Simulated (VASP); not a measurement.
Band structure of BaO (rock salt). Calculation: PBE GGA with D3 dispersion (zero damping), VASP's PBE PAW potentials (set 64) (plane waves; VASP).

Unless said otherwise, spin-orbit coupling is left out, though it shifts the bands of the heavy elements here.

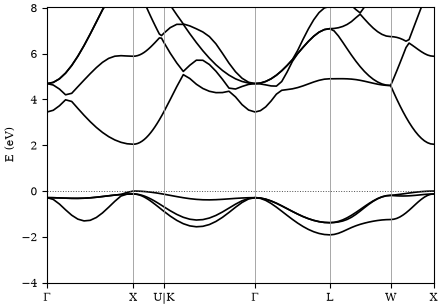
Figure. Bands along high-symmetry lines, zero at the valence-band maximum or, without a gap, the Fermi level

### Question
Read the plot: is there a gap, and where are the band edges?

### Answer
The gap is direct, 2.05 eV, from the valence maximum at X to the conduction minimum at X. (Edges off the drawn lines would not show.)

Measured: gap 4.40 eV (computed value off by -2.35 eV), as given by Abedi et al., (2022), arXiv:2211.14644.

The compound is BaO in the rock salt structure. It was relaxed first.
